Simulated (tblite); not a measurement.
# Geometry relaxation of C4H10NOSi2 (part 3 of 4)

Continued. System: C4H10NOSi2, multiplicity 2. Method: GFN2-xTB geometry optimisation, gas phase (tblite 0.8.0). It belongs to a series of runs on one base structure; here: H added to sp C.

Geometry of the input (Å):
```
O  3.0902  0.4281  1.3631
C  3.3709  -0.5873  0.7533
C  2.5537  -1.0568  -0.3180
C  1.7331  -1.4010  -1.2830
Si 0.2782  -0.3939  -1.6354
N  -0.5565  -0.0358  -0.2008
C  -1.8004  0.7374  -0.1311
Si -2.5337  0.7125  1.6038
H  4.2629  -1.2112  0.9977
H  1.8757  -2.3193  -1.8360
H  -0.6588  -1.1104  -2.5374
H  0.6638  0.8956  -2.2467
H  0.1256  0.3785  0.4517
H  -1.6159  1.7736  -0.4258
H  -2.5477  0.3242  -0.8142
H  -1.5788  1.2746  2.5936
H  -3.7741  1.5383  1.6368
H  -2.8971  -0.6807  2.0166
```

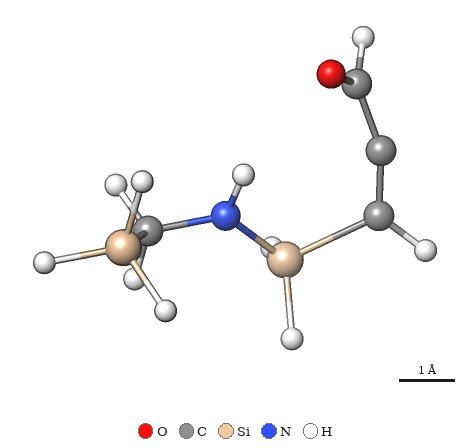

Figure 1. The geometry at step 130 of the log (ball-and-stick view, seen at a tilt).

### Trajectory as extended XYZ, continued
```
18
Properties=species:S:1:pos:R:3:forces:R:3 step=99 energy=-653.12146
O     2.6567   -0.3656    1.8933   -0.0090   0.0070   0.0060
C     3.0438   -0.4094    0.7227    0.0130  -0.0080  -0.0090
C     2.4870   -1.1857   -0.2770   -0.0070  -0.0110  -0.0040
C     1.6843   -1.5983   -1.1762    0.0070   0.0000   0.0190
Si    0.1756   -0.5061   -1.6732    0.0070   0.0010  -0.0070
N    -0.3515    0.1699   -0.2051   -0.0100   0.0070  -0.0040
C    -1.5156    1.0223   -0.0505   -0.0040   0.0080  -0.0140
Si   -2.4678    0.6411    1.5630    0.0060   0.0050  -0.0010
H     3.9268    0.1783    0.3976   -0.0040   0.0030   0.0030
H     1.7587   -2.5307   -1.7082    0.0180   0.0120   0.0150
H    -0.8399   -1.4024   -2.2357   -0.0280   0.0060   0.0070
H     0.6482    0.4284   -2.7090   -0.0010   0.0040   0.0050
H     0.2629    0.1967    0.5951    0.0140  -0.0190  -0.0090
H    -1.2192    2.0792   -0.0723    0.0000  -0.0120  -0.0170
H    -2.1556    0.8658   -0.9201    0.0000   0.0070   0.0020
H    -1.6443    1.0569    2.6978    0.0070  -0.0140   0.0000
H    -3.7090    1.4178    1.5223   -0.0060  -0.0050   0.0210
H    -2.7498   -0.7919    1.6240   -0.0030   0.0090  -0.0120
18
Properties=species:S:1:pos:R:3:forces:R:3 step=104 energy=-653.12258
O     2.6268   -0.3627    1.8946    0.0070   0.0040   0.0050
C     3.0201   -0.3999    0.7258   -0.0060   0.0100   0.0090
C     2.4857   -1.1899   -0.2753    0.0010   0.0120   0.0080
C     1.6883   -1.6026   -1.1787    0.0020  -0.0020  -0.0080
Si    0.1672   -0.5240   -1.6689   -0.0070  -0.0040   0.0010
N    -0.3362    0.1782   -0.2052   -0.0040  -0.0020  -0.0150
C    -1.4974    1.0344   -0.0475    0.0010   0.0100   0.0040
Si   -2.4592    0.6373    1.5572   -0.0030  -0.0010  -0.0050
H     3.8863    0.2118    0.4007    0.0110   0.0010   0.0110
H     1.7832   -2.5251   -1.7227   -0.0060  -0.0170  -0.0030
H    -0.8643   -1.4260   -2.1947    0.0020   0.0110  -0.0010
H     0.6270    0.3958   -2.7239   -0.0090  -0.0060   0.0000
H     0.2890    0.2098    0.5867   -0.0160  -0.0110  -0.0030
H    -1.1931    2.0882   -0.0584    0.0000   0.0190  -0.0040
H    -2.1349    0.8926   -0.9212    0.0060  -0.0100   0.0020
H    -1.6375    1.0194    2.7050    0.0100  -0.0190  -0.0080
H    -3.6969    1.4208    1.5372    0.0050   0.0090   0.0060
H    -2.7629   -0.7920    1.5777    0.0070  -0.0040   0.0020
18
Properties=species:S:1:pos:R:3:forces:R:3 step=108 energy=-653.12310
O     2.6100   -0.3577    1.8932   -0.0040   0.0050   0.0150
C     3.0133   -0.3936    0.7280    0.0050  -0.0090  -0.0150
C     2.4863   -1.1851   -0.2770   -0.0020   0.0190   0.0060
C     1.6907   -1.6009   -1.1811   -0.0050  -0.0050  -0.0040
Si    0.1636   -0.5282   -1.6699   -0.0040  -0.0040   0.0160
N    -0.3290    0.1841   -0.2079    0.0100   0.0030   0.0010
C    -1.4884    1.0412   -0.0457   -0.0040  -0.0110  -0.0050
Si   -2.4559    0.6354    1.5535    0.0020  -0.0080   0.0070
H     3.8843    0.2169    0.4130   -0.0020  -0.0040   0.0000
H     1.7844   -2.5255   -1.7232    0.0020   0.0080   0.0100
H    -0.8728   -1.4332   -2.1781   -0.0030  -0.0090  -0.0160
H     0.6082    0.3858   -2.7353    0.0030  -0.0010  -0.0060
H     0.2956    0.2049    0.5842   -0.0080   0.0000   0.0150
H    -1.1849    2.0958   -0.0558   -0.0050  -0.0060   0.0000
H    -2.1242    0.8960   -0.9194   -0.0190   0.0200  -0.0180
H    -1.6321    0.9979    2.7058    0.0100  -0.0130  -0.0050
H    -3.6898    1.4257    1.5416    0.0140   0.0060   0.0020
H    -2.7683   -0.7931    1.5623    0.0080   0.0080  -0.0050
18
Properties=species:S:1:pos:R:3:forces:R:3 step=112 energy=-653.12378
O     2.5926   -0.3516    1.8967    0.0050  -0.0080  -0.0220
C     2.9983   -0.3863    0.7316   -0.0120   0.0100   0.0230
C     2.4813   -1.1829   -0.2742    0.0100   0.0020   0.0110
C     1.6926   -1.6049   -1.1813   -0.0230   0.0080   0.0060
Si    0.1592   -0.5391   -1.6639   -0.0070   0.0080  -0.0370
N    -0.3153    0.2007   -0.2113   -0.0200  -0.0090   0.0140
C    -1.4819    1.0476   -0.0483   -0.0120   0.0050  -0.0080
Si   -2.4478    0.6307    1.5493    0.0110   0.0070  -0.0140
H     3.8621    0.2341    0.4173    0.0080  -0.0040  -0.0030
H     1.7935   -2.5255   -1.7280    0.0080  -0.0040   0.0110
H    -0.8854   -1.4431   -2.1616    0.0200  -0.0040  -0.0010
H     0.5998    0.3667   -2.7391   -0.0050  -0.0110  -0.0030
H     0.3027    0.2123    0.5862   -0.0130   0.0040   0.0070
H    -1.1832    2.1035   -0.0558   -0.0110  -0.0020   0.0080
H    -2.1180    0.9031   -0.9232    0.0110   0.0130   0.0030
H    -1.6109    0.9568    2.7016    0.0170   0.0010   0.0100
H    -3.6713    1.4368    1.5573    0.0150   0.0060   0.0030
H    -2.7771   -0.7925    1.5348   -0.0050  -0.0230  -0.0050
18
Properties=species:S:1:pos:R:3:forces:R:3 step=117 energy=-653.12486
O     2.5724   -0.3412    1.8970   -0.0060   0.0060   0.0200
C     2.9921   -0.3765    0.7374    0.0070  -0.0110  -0.0210
C     2.4777   -1.1695   -0.2728   -0.0020   0.0010   0.0000
C     1.6895   -1.5989   -1.1774    0.0030  -0.0080   0.0050
Si    0.1527   -0.5412   -1.6688    0.0080   0.0010   0.0320
N    -0.3126    0.2064   -0.2162   -0.0120   0.0020  -0.0170
C    -1.4793    1.0528   -0.0532    0.0000   0.0120   0.0030
Si   -2.4372    0.6249    1.5448    0.0060  -0.0130   0.0220
H     3.8676    0.2334    0.4349   -0.0050  -0.0010  -0.0020
H     1.7967   -2.5250   -1.7151   -0.0080   0.0210   0.0110
H    -0.8928   -1.4502   -2.1521    0.0060  -0.0260  -0.0120
H     0.5818    0.3513   -2.7582    0.0050   0.0110   0.0000
H     0.2940    0.2038    0.5903    0.0000   0.0010  -0.0310
H    -1.1841    2.1096   -0.0565    0.0150   0.0010   0.0170
H    -2.1131    0.9135   -0.9296   -0.0140  -0.0050  -0.0070
H    -1.5854    0.9169    2.6977   -0.0010  -0.0020  -0.0220
H    -3.6458    1.4523    1.5762    0.0060  -0.0030   0.0060
H    -2.7829   -0.7959    1.5099   -0.0070   0.0130  -0.0050
18
Properties=species:S:1:pos:R:3:forces:R:3 step=121 energy=-653.12564
O     2.5447   -0.3332    1.9024    0.0120   0.0020   0.0000
C     2.9689   -0.3644    0.7438   -0.0070   0.0130   0.0150
C     2.4706   -1.1654   -0.2672    0.0050  -0.0030   0.0140
C     1.6888   -1.6018   -1.1733    0.0030   0.0070  -0.0080
Si    0.1422   -0.5586   -1.6631   -0.0070  -0.0030  -0.0230
N    -0.3044    0.2230   -0.2238    0.0130  -0.0030  -0.0190
C    -1.4692    1.0696   -0.0543   -0.0060  -0.0120   0.0000
Si   -2.4234    0.6156    1.5391   -0.0060   0.0050  -0.0120
H     3.8327    0.2607    0.4405    0.0090   0.0050   0.0100
H     1.8159   -2.5196   -1.7185   -0.0270  -0.0170  -0.0080
H    -0.9038   -1.4803   -2.1269    0.0270  -0.0080   0.0050
H     0.5619    0.3173   -2.7708   -0.0070   0.0020   0.0090
H     0.3008    0.2129    0.5831    0.0140  -0.0030  -0.0100
H    -1.1698    2.1254   -0.0407    0.0010  -0.0160   0.0000
H    -2.0996    0.9385   -0.9350   -0.0140   0.0290   0.0170
H    -1.5555    0.8572    2.6900    0.0080   0.0030  -0.0050
H    -3.6142    1.4659    1.5997   -0.0060  -0.0020   0.0140
H    -2.7953   -0.7965    1.4633   -0.0120   0.0010   0.0000
18
Properties=species:S:1:pos:R:3:forces:R:3 step=125 energy=-653.12759
O     2.4885   -0.3069    1.9164    0.0070  -0.0180  -0.0500
C     2.9286   -0.3343    0.7630    0.0160   0.0100   0.0200
C     2.4580   -1.1456   -0.2549   -0.0160   0.0090   0.0190
C     1.6897   -1.5936   -1.1675    0.0100   0.0180   0.0090
Si    0.1161   -0.5944   -1.6666   -0.0250   0.0130  -0.0400
N    -0.2852    0.2541   -0.2532    0.0200  -0.0100  -0.0310
C    -1.4427    1.1039   -0.0539   -0.0030  -0.0060  -0.0090
Si   -2.3964    0.5979    1.5225   -0.0160  -0.0210   0.0170
H     3.7902    0.3025    0.4744   -0.0200  -0.0130  -0.0030
H     1.8301   -2.5075   -1.7159    0.0090  -0.0210   0.0060
H    -0.9074   -1.5693   -2.0772    0.0370   0.0240   0.0120
H     0.4883    0.2572   -2.8099   -0.0180  -0.0220   0.0200
H     0.3107    0.1996    0.5587   -0.0010   0.0120   0.0130
H    -1.1260    2.1528    0.0040   -0.0060  -0.0080  -0.0010
H    -2.0787    1.0202   -0.9366    0.0260   0.0080   0.0050
H    -1.4959    0.7385    2.6660   -0.0170   0.0010  -0.0090
H    -3.5540    1.4862    1.6493    0.0000  -0.0110   0.0160
H    -2.8227   -0.7949    1.3697   -0.0040   0.0340   0.0080
18
Properties=species:S:1:pos:R:3:forces:R:3 step=130 energy=-653.12824
O     2.4637   -0.3043    1.9115    0.0140  -0.0010   0.0040
C     2.9176   -0.3290    0.7638   -0.0160   0.0010   0.0000
C     2.4561   -1.1420   -0.2561    0.0130   0.0040  -0.0040
C     1.6944   -1.5921   -1.1726   -0.0150   0.0010  -0.0070
Si    0.1127   -0.6016   -1.6682   -0.0080   0.0050   0.0170
N    -0.2726    0.2632   -0.2599    0.0090   0.0040  -0.0020
C    -1.4317    1.1091   -0.0505   -0.0030  -0.0010   0.0040
Si   -2.3938    0.5935    1.5202    0.0010   0.0030  -0.0090
H     3.7770    0.3116    0.4819    0.0060   0.0000   0.0030
H     1.8399   -2.5072   -1.7183    0.0020  -0.0070   0.0030
H    -0.9061   -1.5891   -2.0535    0.0100   0.0050  -0.0030
H     0.4650    0.2384   -2.8239   -0.0070  -0.0040   0.0010
H     0.3248    0.2080    0.5517   -0.0100   0.0010  -0.0100
H    -1.1138    2.1567    0.0226   -0.0040  -0.0070  -0.0050
H    -2.0656    1.0388   -0.9355    0.0190   0.0020   0.0020
H    -1.4964    0.7132    2.6680   -0.0110   0.0030  -0.0080
H    -3.5446    1.4904    1.6544    0.0100  -0.0120   0.0110
H    -2.8353   -0.7912    1.3527   -0.0080   0.0040   0.0030
18
Properties=species:S:1:pos:R:3:forces:R:3 step=134 energy=-653.12855
O     2.4430   -0.2985    1.9153    0.0060  -0.0040   0.0070
C     2.9010   -0.3183    0.7692    0.0010  -0.0010  -0.0090
C     2.4507   -1.1350   -0.2531    0.0020   0.0020  -0.0060
C     1.6933   -1.5904   -1.1709    0.0070  -0.0110   0.0040
Si    0.1037   -0.6130   -1.6657   -0.0010  -0.0060  -0.0040
N    -0.2573    0.2819   -0.2707   -0.0010   0.0070   0.0090
C    -1.4192    1.1213   -0.0518   -0.0080  -0.0010   0.0010
Si   -2.3827    0.5867    1.5114   -0.0070  -0.0090  -0.0010
H     3.7567    0.3291    0.4918    0.0030   0.0000   0.0000
H     1.8465   -2.5057   -1.7149   -0.0010   0.0070   0.0030
H    -0.9068   -1.6162   -2.0332   -0.0010   0.0020   0.0070
H     0.4337    0.2150   -2.8353   -0.0020   0.0030  -0.0020
H     0.3300    0.2065    0.5463   -0.0020   0.0010   0.0010
H    -1.1021    2.1678    0.0347   -0.0010  -0.0010   0.0010
H    -2.0505    1.0617   -0.9391    0.0060   0.0030  -0.0050
H    -1.4797    0.6654    2.6572    0.0040   0.0050   0.0000
H    -3.5193    1.4946    1.6776   -0.0020   0.0030   0.0000
H    -2.8497   -0.7865    1.3196   -0.0040  -0.0020  -0.0060
18
Properties=species:S:1:pos:R:3:forces:R:3 step=138 energy=-653.12864
O     2.4496   -0.3032    1.9171    0.0070  -0.0040  -0.0100
C     2.9008   -0.3189    0.7680    0.0080   0.0000   0.0060
C     2.4505   -1.1358   -0.2539    0.0030  -0.0020   0.0030
C     1.6932   -1.5930   -1.1706   -0.0050   0.0120  -0.0020
Si    0.1038   -0.6133   -1.6642    0.0020  -0.0010   0.0070
N    -0.2565    0.2819   -0.2686    0.0020  -0.0010   0.0010
C    -1.4185    1.1220   -0.0514    0.0030  -0.0010  -0.0020
Si   -2.3844    0.5867    1.5108   -0.0010   0.0070  -0.0080
H     3.7523    0.3329    0.4872    0.0020   0.0010   0.0010
H     1.8471   -2.5065   -1.7166    0.0000  -0.0030  -0.0010
H    -0.9066   -1.6164   -2.0307   -0.0050  -0.0010   0.0040
H     0.4313    0.2164   -2.8338   -0.0010  -0.0030   0.0040
H     0.3295    0.2054    0.5493   -0.0040   0.0010  -0.0040
H    -1.0999    2.1680    0.0358   -0.0040   0.0010   0.0080
H    -2.0462    1.0641   -0.9413   -0.0040  -0.0010   0.0030
H    -1.4830    0.6727    2.6580   -0.0010  -0.0010  -0.0060
H    -3.5244    1.4908    1.6749    0.0000   0.0040  -0.0030
H    -2.8476   -0.7873    1.3184   -0.0020  -0.0080  -0.0030
18
Properties=species:S:1:pos:R:3:forces:R:3 step=142 energy=-653.12883
O     2.4566   -0.3136    1.9172    0.0030   0.0000   0.0150
C     2.9035   -0.3180    0.7667    0.0090   0.0060  -0.0060
C     2.4526   -1.1315   -0.2575    0.0080  -0.0050  -0.0020
C     1.6927   -1.5913   -1.1707    0.0070   0.0030  -0.0050
Si    0.0986   -0.6208   -1.6603   -0.0210   0.0220  -0.0040
N    -0.2515    0.2862   -0.2694   -0.0010   0.0010  -0.0040
C    -1.4116    1.1280   -0.0491   -0.0040  -0.0030   0.0060
Si   -2.3879    0.5858    1.5043    0.0010   0.0000   0.0070
H     3.7489    0.3423    0.4869    0.0000  -0.0050  -0.0010
H     1.8493   -2.5034   -1.7181    0.0030  -0.0090  -0.0040
H    -0.9091   -1.6292   -2.0214   -0.0030  -0.0020   0.0130
H     0.4130    0.2075   -2.8347    0.0020  -0.0060   0.0080
H     0.3294    0.1979    0.5508   -0.0020   0.0030   0.0070
H    -1.0899    2.1719    0.0521    0.0040  -0.0030   0.0010
H    -2.0343    1.0825   -0.9428   -0.0100  -0.0030  -0.0050
H    -1.4917    0.6765    2.6559   -0.0060  -0.0070  -0.0080
H    -3.5313    1.4865    1.6665    0.0050  -0.0010  -0.0100
H    -2.8460   -0.7908    1.3121    0.0040   0.0080  -0.0070
18
Properties=species:S:1:pos:R:3:forces:R:3 step=147 energy=-653.12945
O     2.4664   -0.3352    1.9233    0.0060  -0.0060  -0.0080
C     2.8940   -0.3112    0.7655   -0.0150  -0.0080   0.0110
C     2.4556   -1.1289   -0.2619    0.0000   0.0160   0.0040
C     1.6977   -1.5911   -1.1759   -0.0150  -0.0020   0.0060
Si    0.0803   -0.6405   -1.6426    0.0160  -0.0230   0.0250
N    -0.2266    0.3123   -0.2713   -0.0050  -0.0130  -0.0060
C    -1.3900    1.1485   -0.0450   -0.0080   0.0050  -0.0020
Si   -2.3900    0.5786    1.4829    0.0040  -0.0020   0.0000
H     3.7093    0.3830    0.4816    0.0200  -0.0040  -0.0150
H     1.8664   -2.4986   -1.7292   -0.0120   0.0280  -0.0070
H    -0.9252   -1.6692   -1.9579    0.0170   0.0130   0.0150
H     0.3550    0.1724   -2.8358   -0.0030  -0.0050  -0.0010
H     0.3350    0.1958    0.5593   -0.0020   0.0010  -0.0070
H    -1.0631    2.1865    0.0928   -0.0050   0.0010  -0.0220
H    -1.9984    1.1292   -0.9500    0.0000   0.0120   0.0140
H    -1.4975    0.6429    2.6385   -0.0090  -0.0150   0.0120
H    -3.5278    1.4848    1.6572    0.0120  -0.0160  -0.0170
H    -2.8499   -0.7927    1.2568   -0.0010   0.0170  -0.0030
18
Properties=species:S:1:pos:R:3:forces:R:3 step=151 energy=-653.13088
O     2.4631   -0.3541    1.9265    0.0050  -0.0120   0.0070
C     2.8809   -0.2998    0.7663   -0.0150   0.0040   0.0030
C     2.4579   -1.1149   -0.2698    0.0110   0.0060   0.0180
C     1.7007   -1.5860   -1.1797   -0.0090   0.0070  -0.0020
Si    0.0568   -0.6699   -1.6174    0.0170   0.0000  -0.0040
N    -0.1996    0.3377   -0.2759   -0.0120   0.0170   0.0110
C    -1.3606    1.1746   -0.0380   -0.0050  -0.0140   0.0050
Si   -2.3864    0.5663    1.4568    0.0160   0.0430  -0.0200
H     3.6706    0.4250    0.4876    0.0260  -0.0090  -0.0220
H     1.8852   -2.4806   -1.7477   -0.0080   0.0120  -0.0120
H    -0.9426   -1.7217   -1.8607   -0.0010  -0.0150  -0.0010
H     0.2722    0.1148   -2.8409   -0.0040  -0.0150   0.0040
H     0.3544    0.2043    0.5572   -0.0020   0.0060   0.0070
H    -1.0255    2.2025    0.1400    0.0100   0.0290  -0.0230
H    -1.9566    1.1918   -0.9506   -0.0010   0.0070  -0.0040
H    -1.5017    0.5755    2.6183   -0.0050  -0.0230   0.0370
H    -3.5105    1.4837    1.6483   -0.0070  -0.0010  -0.0060
H    -2.8669   -0.7827    1.1679   -0.0170  -0.0450   0.0010
18
Properties=species:S:1:pos:R:3:forces:R:3 step=155 energy=-653.13208
O     2.5052   -0.4226    1.9236    0.0640   0.0340  -0.1170
C     2.8811   -0.2943    0.7536    0.0350   0.0080   0.0800
C     2.4833   -1.0999   -0.3002   -0.0340  -0.0050   0.0190
C     1.7131   -1.5724   -1.1985   -0.0300   0.0120  -0.0460
Si    0.0125   -0.7219   -1.5477   -0.0400   0.0830   0.0200
N    -0.1426    0.3852   -0.2625    0.0120  -0.0850  -0.0770
C    -1.3001    1.2247   -0.0152   -0.0170   0.0610  -0.0360
Si   -2.4035    0.5536    1.3954    0.0380   0.0120  -0.0290
H     3.6155    0.4910    0.4749   -0.0400  -0.0530   0.0390
H     1.9163   -2.4313   -1.8137   -0.0030   0.0100   0.0050
H    -0.9781   -1.8120   -1.6493    0.0700   0.0310   0.0010
H     0.0901    0.0089   -2.8242    0.0040  -0.0600   0.0900
H     0.3900    0.2190    0.5805   -0.0230   0.0260  -0.0250
H    -0.9509    2.2347    0.2365   -0.0070  -0.0510  -0.0120
H    -1.8582    1.3146   -0.9497    0.0260  -0.0250   0.0420
H    -1.5788    0.5019    2.6001   -0.0230  -0.0080   0.0300
H    -3.5303    1.4717    1.5495   -0.0310   0.0090   0.0250
H    -2.8734   -0.7846    1.0354   -0.0030   0.0000  -0.0100
```
